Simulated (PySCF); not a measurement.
# H4Pb, SMILES `[PbH4]`: electronic structure

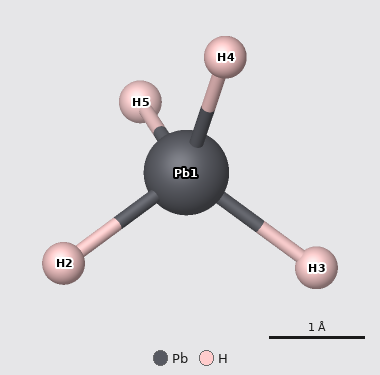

The molecule, with its atoms numbered as below. No frequency check shows the geometry to be a minimum.

Geometry (Å), atoms numbered from 1:

```
Pb1      0.0000    0.0000    0.0000
H2      -1.1953   -0.9935    0.7387
H3       1.1953   -0.9935   -0.7387
H4       0.7388    0.9936    1.1951
H5      -0.7388    0.9936   -1.1951
```

## 1. Bonding charge

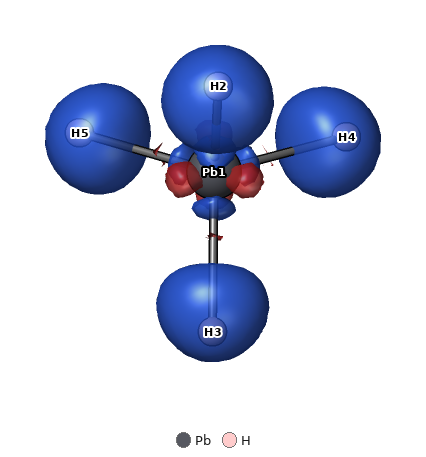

Deformation density (molecule less spherical, spin-averaged free atoms at the same positions), surfaces at ±0.11 e/Å³; blue: gain, red: loss.

Level of theory: ωB97X/def2-TZVP (PySCF), at a geometry from GFN2-xTB. Core potentials replace the inner electrons of Pb; spin–orbit coupling isn't included.

Q: How much density has each bond gained at its critical point, relative to the free atoms?

A: Pb1–H2, Pb1–H3, Pb1–H4 and Pb1–H5: +0.22 e/Å³ at the bond critical point (bond length 1.72 Å, Mayer order 0.9). In all, 1.1 electrons gather in the regions of gain relative to the promolecule.

Q: Where do the Hirshfeld charges lie?

A: The highest Hirshfeld charge is on Pb1 (+0.38 e), the lowest on H2, H3, H4 and H5 (−0.10 e).

| atom | charge (e) |
| --- | --- |
| Pb1 | +0.38 |
| H2 | −0.10 |
| H3 | −0.10 |
| H4 | −0.10 |
| H5 | −0.10 |

## 2. Bond critical points

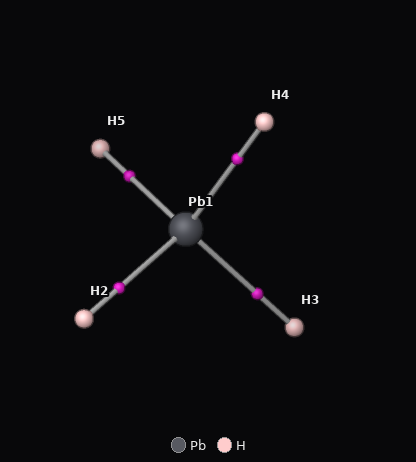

Molecular graph of the electron density (QTAIM): bond paths, bond critical points (magenta), ring points (cyan, if any); weak paths are dashed.

Q: How many critical points of each kind are there, and does the count close?

A: 5 nuclei, 4 bond, 0 ring and 0 cage critical points: 5 − 4 + 0 − 0 = 1, as the Poincaré–Hopf relation requires.

Q: Give the properties at the bond critical points.

A:
```tsv
bond	length (Å)	ρ (a.u.)	∇²ρ (a.u.)	ε	H (a.u.)
Pb1–H2 (4 alike)	1.721	0.122	+0.07	0.00	−0.063
```

Q: What kind of interaction is Pb1–H2?

A: Polar or intermediate (positive Laplacian, negative energy density H): ρ = 0.122, ∇²ρ = +0.07, H = −0.063 a.u.

## 3. Local ionisation energy

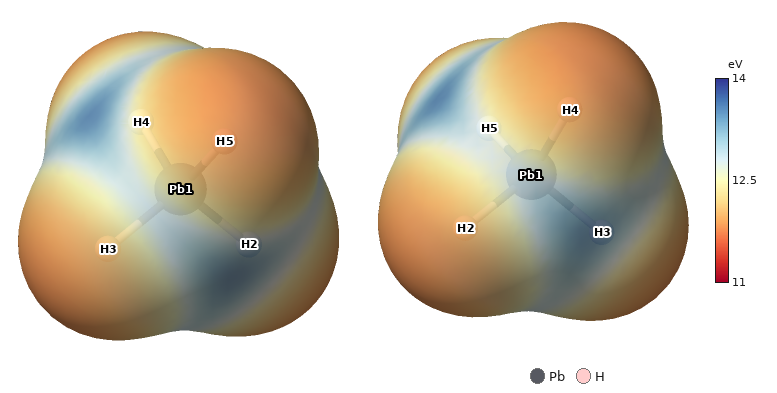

Average local ionisation energy on the surface of electron density 0.001 a.u. (back view left, front view right).

Q: Where are the most loosely bound electrons on this surface?

A: The lowest value is 11.8 eV, 1.5 Å from H5, and at like points elsewhere. For comparison, the highest occupied orbital lies at −11.3 eV.

Q: What volume does the surface enclose, and what is the dipole moment?

A: About 79 Å³; the dipole moment is 0.0 D.

## 4. In an electric field

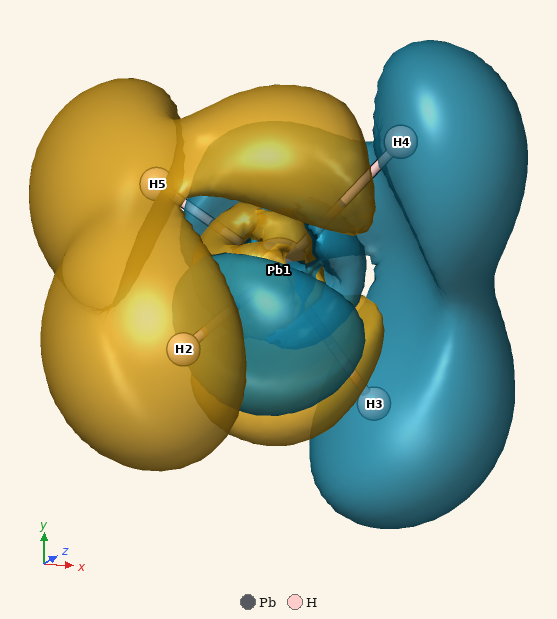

Change of the electron density in a uniform field of 0.21 V/Å, surfaces at ±0.001 e/Å³ (yellow: gain, teal: loss).

PySCF calculation, ωB97X/def2-TZVP, gas phase; geometry: GFN2-xTB. Core potentials replace the inner electrons of Pb; spin–orbit coupling isn't included. A basis without diffuse functions makes polarisabilities too small.

Q: Along which Cartesian direction does the field point?

A: Along +x: electrons gather on the −x side, against the field.

Q: How large is the response?

A: The induced dipole is 0.46 D (along the field); α along this axis, from the fields in both directions, is 45 bohr³ (6.7 Å³).

Q: Which atoms gain and lose the most charge?

A: Electrons gather most on H2 (Hirshfeld charge changes by −0.011 e) and leave H3 most (+0.011 e); 0.041 electrons are displaced in all.

The PySCF runs shown took 5.5 s and 9.6 s on 1 thread of Intel(R) Xeon(R) Platinum 8488C (Sapphire Rapids) (shared host).
